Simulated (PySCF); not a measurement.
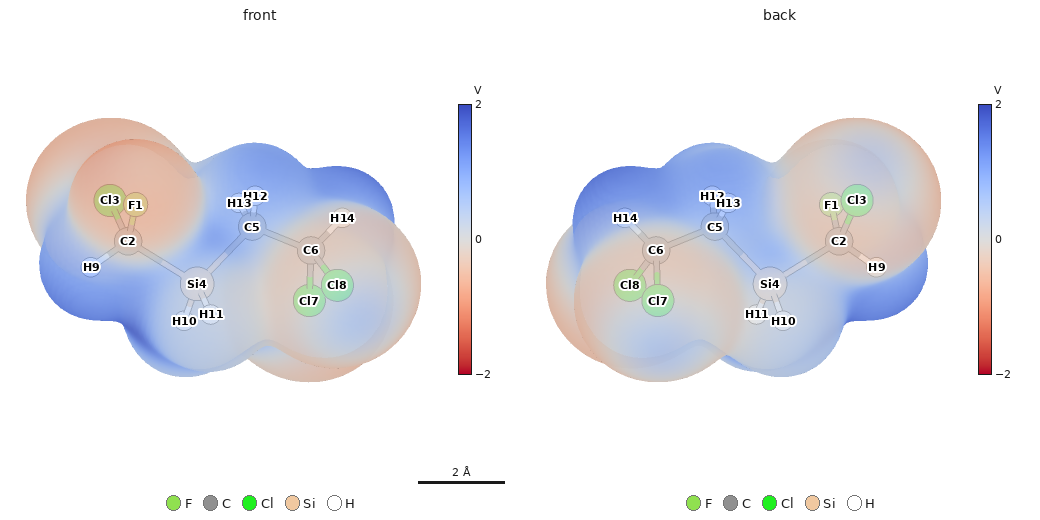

The picture shows: C3H6Cl3FSi. The molecular electrostatic potential painted on the density surface at 0.002 e/bohr³, seen from the front and from behind; the colour scale runs from red (negative) to blue (positive).

Geometry: GFN2-xTB.

Method: PySCF 2.14.0, PBE0/pcSseg-1, SCF density, gas phase, non-relativistic.

Input file:

```
{"job": {"kind": "nmr", "xc": "PBE0", "basis": "pcSseg-1"}, "charge": 0, "multiplicity": 1}
F      2.243585     0.103441     1.649779
C      2.240843     0.220394     0.289538
Cl     2.643729    -1.372046    -0.405678
Si     0.501704     0.769255    -0.351084
C     -0.666922    -0.619169     0.236052
C     -2.112296    -0.359008    -0.104752
Cl    -2.309389    -0.159588    -1.860743
Cl    -2.691588     1.115111     0.703341
H      3.061299     0.893175     0.033660
H      0.617503     0.841831    -1.803780
H      0.212551     2.048549     0.293344
H     -0.586836    -0.745804     1.318042
H     -0.375304    -1.567854    -0.219595
H     -2.779556    -1.168760     0.199711
```

Launched as:

```sh
OMP_NUM_THREADS=1 python probes_run.py task.json out
```

Question: Where is the surface potential most negative and most positive?

Answer: The most negative region (about −0.8 V, or −18 kcal/mol for a unit charge) lies over F1, the most positive (about +1.6 V, or +37 kcal/mol for a unit charge) over Si4. Cl3 shows a σ-hole: about +0.4 V, or +9 kcal/mol for a unit charge at the tip opposite its bond, against about −0.2 V on its flanks. Cl7 shows a σ-hole: about +0.6 V, or +14 kcal/mol for a unit charge at the tip opposite its bond, against about −0.2 V on its flanks. Cl8 shows a σ-hole: about +0.5 V, or +12 kcal/mol for a unit charge at the tip opposite its bond, against about −0.2 V on its flanks.

Question: What dipole moment does the calculation give?

Answer: Its dipole moment is 0.09 D.
